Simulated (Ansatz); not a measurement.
# SiN2H6O (SMILES N[SiH](N)O): CAM-B3LYP/def2-SVP

Aim: the vertical ionisation energy of SiN2H6O at CAM-B3LYP/def2-SVP, from 2 runs. 

Program for the calculation: Ansatz 0.2.0.

86 further runs of the same task are left out: 86 set aside as unsound or not needed. Runs told in other sessions of the task aren't counted.

### Step 1. The structure to begin with

SiN2H6O has 10 atoms, charge 0, and is taken as a singlet. As SMILES, `N[SiH](N)O`. The coordinates come from a PBE0-D4/def2-TZVP relaxation. This is one conformer, not always the lowest.

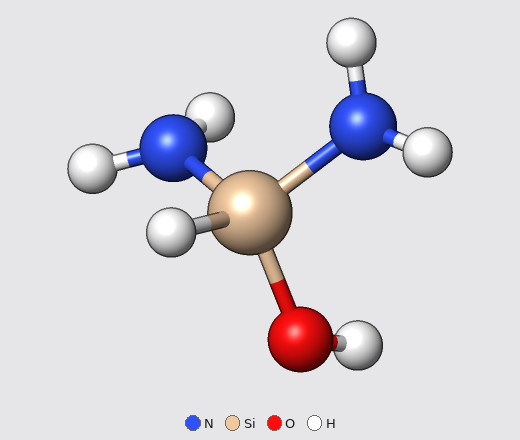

The structure, seen from a chosen angle (nitrogen blue, silicon light orange, oxygen red, hydrogen white).

### Step 2. The energy at CAM-B3LYP/def2-SVP

File job.yaml:

```yaml
crystal:
  periodic: [false, false, false]
  atoms:
    - {symbol: "N", position_ang: [-0.775500, 1.215500, -0.137800]}
    - {symbol: Si, position_ang: [0.492300, 0.085700, 0.087100]}
    - {symbol: N, position_ang: [-0.248600, -1.249800, 0.847400]}
    - {symbol: O, position_ang: [1.206700, -0.118300, -1.384200]}
    - {symbol: H, position_ang: [-0.620700, 2.036300, -0.700200]}
    - {symbol: H, position_ang: [-1.413200, 1.405300, 0.618200]}
    - {symbol: H, position_ang: [1.642700, 0.459500, 0.944000]}
    - {symbol: H, position_ang: [-1.123500, -1.625000, 0.519700]}
    - {symbol: H, position_ang: [0.302300, -1.942900, 1.325300]}
    - {symbol: H, position_ang: [0.620800, -0.317400, -2.116600]}
basis:
  gaussian: {orbitals: def2-SVP}
output: {orbitals: {seedname: orbitals}}
accuracy: high
hamiltonian: {xc: {name: CAM-B3LYP}}
```

The run is started by

```
$ ansatz run job.yaml --threads 1 --pin off --max-ram 3480MiB --events-out events.jsonl --progress --plain --runs-dir runs
```

Output:

```text
Warning: RAYON_NUM_THREADS=1 ignored (pool sized by the plan → 1); use --threads N
Functional definition: CAM-B3LYP
  name "CAM-B3LYP"
  parameter alpha = 0.19
  parameter beta = 0.46
  parameter omega = 0.33/bohr
  parameter ac = 0.81
  exchange = (1 - alpha - beta)*b88_x + beta*b88_x_sr(omega) + alpha*exact_x + beta*exact_x_lr(omega)
  correlation = (1 - ac)*vwn5_c + ac*lyp_c
2071 factors; integrals over basis functions are off by at most 3.4e-9 eV
403 factors; integrals over basis functions are off by at most 2.1e-9 eV
mean field evaluation 1: about -12986.4484 eV, gradient 7.5e1 eV
mean field evaluation 2: about -12984.5133 eV, gradient 8.1e1 eV
mean field evaluation 4: about -12996.7536 eV, gradient 2.3e0 eV
mean field evaluation 8: about -12996.9374 eV, gradient 8.9e-2 eV
mean field evaluation 16: about -12996.9374 eV, gradient 2.0e-5 eV
mean field -12996.93740470 eV, -477.6286399823 hartree, gradient 5.1e-8 eV, S^2 0.000000; 0 other end points of the search recorded, 0 dependent functions left out
reference -12996.93742351 eV, -477.6286406734 hartree; 21, 21 occupied and 69, 69 virtual orbitals, 2071 factors
Total energy: -12996.93742351 eV, -477.6286406734 hartree
```

Wall time 9.3 s (1 thread of Arm Neoverse V1, shared host); peak memory 0.34 GiB.

### Step 3. The doublet cation

File input.yaml:

```yaml
crystal:
  periodic: [false, false, false]
  atoms:
    - symbol: N
      position_ang: [-0.775500, 1.215500, -0.137800]
    - symbol: Si
      position_ang: [0.492300, 0.085700, 0.087100]
    - symbol: "N"
      position_ang: [-0.248600, -1.249800, 0.847400]
    - symbol: O
      position_ang: [1.206700, -0.118300, -1.384200]
    - symbol: H
      position_ang: [-0.620700, 2.036300, -0.700200]
    - symbol: H
      position_ang: [-1.413200, 1.405300, 0.618200]
    - symbol: H
      position_ang: [1.642700, 0.459500, 0.944000]
    - symbol: H
      position_ang: [-1.123500, -1.625000, 0.519700]
    - symbol: H
      position_ang: [0.302300, -1.942900, 1.325300]
    - symbol: H
      position_ang: [0.620800, -0.317400, -2.116600]
basis:
  gaussian:
    orbitals: def2-SVP
total_charge: 1
magnetization:
  spin_polarized: true
  initial_magnetization: 1
hamiltonian:
  xc: {name: CAM-B3LYP}
accuracy: high
output:
  orbitals: {seedname: orbitals}
```

The run is started by

```
$ ansatz run input.yaml --threads 1 --pin off --max-ram 3480MiB --events-out events.jsonl --progress --plain --runs-dir runs
```

Output, cut to the lines that bear on the results:

```text
Warning: RAYON_NUM_THREADS=1 ignored (pool sized by the plan → 1); use --threads N
Functional definition: CAM-B3LYP
  name "CAM-B3LYP"
[...]
2072 factors; integrals over basis functions are off by at most 3.4e-9 eV
403 factors; integrals over basis functions are off by at most 2.1e-9 eV
[...]
mean field -12987.32890010 eV, -477.2755339511 hartree, gradient 3.2e-8 eV, S^2 0.763417; 2 other end points of the search recorded, 0 dependent functions left out
reference -12987.32891884 eV, -477.2755346397 hartree; 21, 20 occupied and 69, 70 virtual orbitals, 2072 factors
Total energy: -12987.32891884 eV, -477.2755346397 hartree
```

Wall time 22 s (1 thread of Arm Neoverse V1, shared host); peak memory 0.48 GiB.

### Step 4. What came out

At CAM-B3LYP/def2-SVP:

| quantity | value |
| --- | --- |
| singlet SiN2H6O: total energy | -477.62864 Eh |
| singlet SiN2H6O: HOMO energy | -8.52 eV |
| singlet SiN2H6O: LUMO energy | 2.53 eV |
| singlet SiN2H6O: HOMO–LUMO gap | 11.05 eV |
| doublet cation: total energy | -477.27553 Eh |
| doublet cation: HOMO energy (highest over α and β) | -14.29 eV |
| doublet cation: LUMO energy (lowest over α and β) | -10.71 eV |
| doublet cation: ⟨S²⟩ | 0.763 |
| vertical ionisation energy (to the doublet cation) | 9.609 eV |

In words: The vertical ionisation energy comes to 9.61 eV (927 kJ/mol). −ε(HOMO) before ionisation, 8.52 eV, is 1.09 eV below this ionisation energy.
